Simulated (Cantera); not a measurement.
Feed: 1 mol C2F6, 0.051 mol H2, held at 1.50 Torr.

Cantera equilibrium calculation (NASA polynomials, part measured and part estimated; ideal gas, pure solids and liquids). Candidate condensed phases: C, C6H6, C7H8, C8H18; 95 gas species. The feed counts by its element totals alone. Gases not in the tables: C2F6 and larger saturated fluorocarbons. The numbers say what is thermodynamically allowed, not how fast it happens.

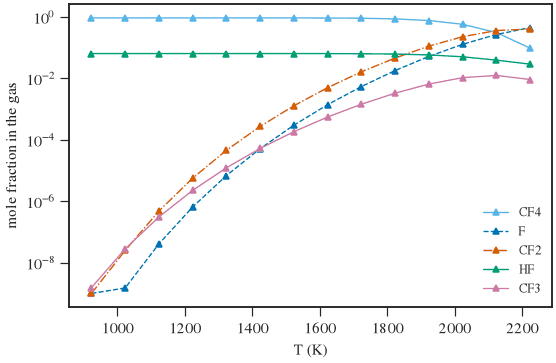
Equilibrium gas composition (values under 1e-9 drawn at 1e-9)

Read off the mole fractions at 1023 K.

CF4 about 0.94, HF about 0.065, CF3 about 2.8e-8, CF2 about 2.5e-8.
